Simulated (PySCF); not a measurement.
# [NO3]− (SMILES O=[N+]([O-])[O-]): levels of theory compared

Wanted: a comparison of 5 runs (HF/3-21G, PBE/STO-3G, B3LYP/6-31G*, wB97X/pcseg-2) of [NO3]−. 

Program for the calculation: PySCF 2.14.0.

### 1 The system as given

The species is [NO3]− (4 atoms), meant as a singlet with charge -1. SMILES: `O=[N+]([O-])[O-]`. The shape is that of a PBE0-D4/def2-TZVPD optimisation.

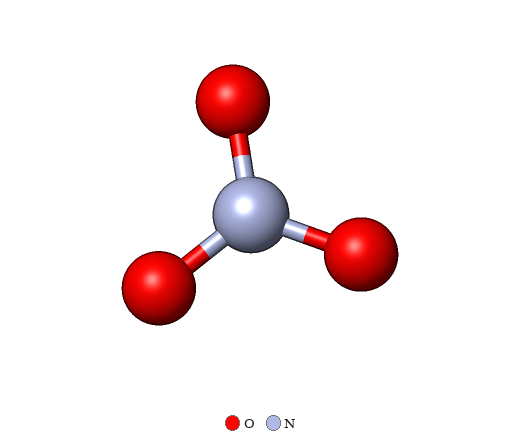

Viewed from a chosen angle; oxygen red, nitrogen light blue.

### 2 Energy and gradient at HF/3-21G (run 1)

File job.py:

```python
import pyscf.grad
from pyscf import gto

molecule = gto.M(
    atom='''
O      0.560342     0.990292     2.062693
N      0.000000     0.000000     0.000000
O      0.889003    -2.103945    -0.576593
O     -1.449325     1.113672    -1.486118
''',
    charge=-1,
    unit='bohr',
    max_memory=1860,
    verbose=4,
    basis='3-21g',
)

mf = molecule.RHF()
mf.conv_tol = 1e-10
mf.kernel()
if not mf.converged:
    mf = mf.newton().run(mf.mo_coeff, mf.mo_occ)

etot = mf.e_tot
print('E = %.10f Eh' % etot)
grad = mf.Gradients().kernel()
dip = mf.dip_moment()
pop, q = mf.mulliken_pop()
```

Launch:

```console
OMP_NUM_THREADS=1 python job.py
```

Standard output:

```text
PySCF version 2.14.0

[... 56 lines left out ...]
converged SCF energy = -277.283158686782
[... 12 lines left out ...]
WARN: System has nonzero charge -1; the dipole moment is origin-dependent.
[... 2 lines left out ...]
Dipole moment(X, Y, Z, Debye): -0.00003, -0.00002,  0.00002
[... 41 lines left out ...]
charge of    3O =     -0.56457
```

Run time: 1.8 s. Hardware: 1 thread of Intel Xeon at 2.50GHz (Skylake/Cascade Lake), shared host; peak memory 0.12 GiB.

### 3 Energy and gradient at PBE/STO-3G (run 2)

File input.py:

```python
import pyscf.grad
from pyscf import gto, dft

molecule = gto.M(
    atom='''
O      0.560342     0.990292     2.062693
N      0.000000     0.000000     0.000000
O      0.889003    -2.103945    -0.576593
O     -1.449325     1.113672    -1.486118
''',
    charge=-1,
    max_memory=1860,
    unit='bohr',
    verbose=3,
    spin=0,
    basis='sto-3g',
)

myscf = dft.RKS(molecule, xc='pbe')
myscf.conv_tol = 1e-10
myscf.grids.level = 5
myscf.kernel()
if not myscf.converged:
    myscf = myscf.newton().run(myscf.mo_coeff, myscf.mo_occ)

e_final = myscf.e_tot
print('Final energy', e_final)
grad = myscf.Gradients().kernel()
myscf.analyze()
```

Launch:

```console
OMP_NUM_THREADS=1 python input.py
```

Standard output:

```text
converged SCF energy = -276.008306438154
Final energy -276.00830643815357
--------------- RKS gradients ---------------
         x                y                z
0 O    -0.0455671104    -0.0805279006    -0.1677354792
1 N    -0.0000015074     0.0000012639    -0.0000003368
2 O    -0.0722900071     0.1710888484     0.0468870485
3 O     0.1178583239    -0.0905643148     0.1208503682
----------------------------------------------
**** MO energy ****
MO #1   energy= -18.0574826900399  occ= 2
MO #2   energy= -18.0574032309913  occ= 2
MO #3   energy= -18.0574030883296  occ= 2
MO #4   energy= -13.7213017493814  occ= 2
MO #5   energy= -0.746811310869194 occ= 2
MO #6   energy= -0.518067837489045 occ= 2
MO #7   energy= -0.518067409764451 occ= 2
MO #8   energy= -0.0798902154169784 occ= 2
MO #9   energy= -0.0784226579906522 occ= 2
MO #10  energy= 0.00141515692224759 occ= 2
MO #11  energy= 0.00141532764473264 occ= 2
MO #12  energy= 0.236759909821682  occ= 2
MO #13  energy= 0.23676009230861   occ= 2
MO #14  energy= 0.243419677961677  occ= 2
MO #15  energy= 0.243420441126816  occ= 2
MO #16  energy= 0.295333179619075  occ= 2
MO #17  energy= 0.423909350165455  occ= 0
MO #18  energy= 0.669608115346102  occ= 0
MO #19  energy= 0.81915915598786   occ= 0
MO #20  energy= 0.819160543350307  occ= 0
 ** Mulliken atomic charges  **
charge of    0O =     -0.39951
charge of    1N =      0.19854
charge of    2O =     -0.39951
charge of    3O =     -0.39951

WARN: System has nonzero charge -1; the dipole moment is origin-dependent.
Location of origin: [0. 0. 0.]

Dipole moment(X, Y, Z, Debye): -0.00002, -0.00002,  0.00002
```

It took 11 s on 1 thread of Intel Xeon at 2.50GHz (Skylake/Cascade Lake), shared host; peak memory 0.29 GiB.

### 4 Energy and gradient at B3LYP/6-31G(d) (spherical functions) (run 3)

File run.py:

```python
# nitrate
import pyscf.grad
from pyscf import gto, dft

system = gto.M(
    atom=[
    ('O', (0.296520, 0.524040, 1.091530)),
    ('N', (0.000000, 0.000000, -0.000000)),
    ('O', (0.470440, -1.113360, -0.305120)),
    ('O', (-0.766950, 0.589330, -0.786420)),
],
    basis='6-31g*',
    verbose=3,
    max_memory=1860,
    charge=-1,
)

mf = dft.RKS(system, xc='b3lyp')
mf.conv_tol = 1e-10
mf.grids.level = 5
mf.kernel()
if not mf.converged:
    mf = mf.newton().run(mf.mo_coeff, mf.mo_occ)

etot = mf.e_tot
print('Final energy', etot)
grad = mf.Gradients().kernel()
mf.analyze()
```

Launch:

```console
OMP_NUM_THREADS=1 python run.py
```

Standard output:

```text
converged SCF energy = -280.328455590074
[... 14 lines left out ...]
MO #6   energy= -0.771467320509232 occ= 2
[... 9 lines left out ...]
MO #16  energy= 0.00590237035799124 occ= 2
[... 9 lines left out ...]
MO #26  energy= 1.11456808825631   occ= 0
[... 9 lines left out ...]
MO #36  energy= 1.6221141531669    occ= 0
[... 9 lines left out ...]
MO #46  energy= 2.3124738312501    occ= 0
[... 9 lines left out ...]
MO #56  energy= 3.30882004657417   occ= 0
[... 6 lines left out ...]
WARN: System has nonzero charge -1; the dipole moment is origin-dependent.
Location of origin: [0. 0. 0.]

Dipole moment(X, Y, Z, Debye): -0.00002, -0.00002,  0.00002
```

It took 19 s on 1 thread of Intel Xeon at 2.50GHz (Skylake/Cascade Lake), shared host; peak memory 0.57 GiB.

Run 4 isn't shown in full; the table further down has it.

### 5 Energy and gradient at wB97X/pcseg-2 (run 5)

File calc.py:

```python
# nitrate
from pyscf import gto, dft

mol = gto.M(
    atom='''
O        0.296520       0.524040       1.091530
N        0.000000       0.000000       0.000000
O        0.470440      -1.113360      -0.305120
O       -0.766950       0.589330      -0.786420
''',
    basis='pcseg-2',
    verbose=4,
    charge=-1,
    max_memory=1860,
)

myscf = dft.RKS(mol)
myscf.xc = 'wb97x'
myscf.grids.level = 5
myscf.conv_tol = 1e-10
myscf.kernel()
if not myscf.converged:
    myscf = myscf.newton().run(myscf.mo_coeff, myscf.mo_occ)

e_tot = myscf.e_tot
print('E = %.10f Eh' % e_tot)
grad = myscf.nuc_grad_method().kernel()
dip = myscf.dip_moment()
pop, q = myscf.mulliken_pop()
```

Launch:

```console
OMP_NUM_THREADS=1 python calc.py
```

Standard output:

```text
PySCF version 2.14.0

[... 71 lines left out ...]
converged SCF energy = -280.411986911638
[... 13 lines left out ...]
WARN: System has nonzero charge -1; the dipole moment is origin-dependent.
[... 2 lines left out ...]
Dipole moment(X, Y, Z, Debye): -0.00002, -0.00000,  0.00004
[... 125 lines left out ...]
charge of    3O =     -0.53179
```

Wall time 2.9 min (1 thread of Intel Xeon at 2.50GHz (Skylake/Cascade Lake), shared host); peak memory 1.2 GiB.

### 6 The series

```tsv
run	level	integration grid	Cartesian functions	energy (Eh)	HOMO energy (eV)	LUMO energy (eV)	HOMO–LUMO gap (eV)	wall time
1	HF/3-21G	–	no	-277.283159	-5.08	10.61	15.69	1.8 s
2	PBE/STO-3G	5	no	-276.008306	8.04	11.54	3.50	11 s
3	B3LYP/6-31G* (spherical functions)	5	no	-280.328456	0.16	6.23	6.07	19 s
4	B3LYP/6-31G* (Cartesian functions)	5	yes	-280.334636	0.13	6.20	6.07	20 s
5	wB97X/pcseg-2	5	no	-280.411987	-3.79	7.55	11.35	2.9 min
```

### 7 Outcome

| quantity | value |
| --- | --- |
| run 5: total energy | -280.41199 Eh |
| run 5: HOMO energy | -3.79 eV |
| run 5: LUMO energy | 7.55 eV |
| run 5: HOMO–LUMO gap (to an unbound level, set by the basis) | 11.35 eV |
| run 5: largest force on an atom | 0.029 eV/Å |

**Reading.** The HOMO–LUMO gap runs from 3.50 eV (PBE/STO-3G) to 15.69 eV (HF/3-21G). The two ends differ in method and basis. The empty levels of an anion lie above zero and hang on the basis. Totals of different functionals can't be ranked against each other. In runs 2, 3, 4 the HOMO lies above zero, so the outermost electron may be held by the basis alone. In run 2 the basis is minimal, so the values are rough. All runs together took 3.8 min, the longest 2.9 min.
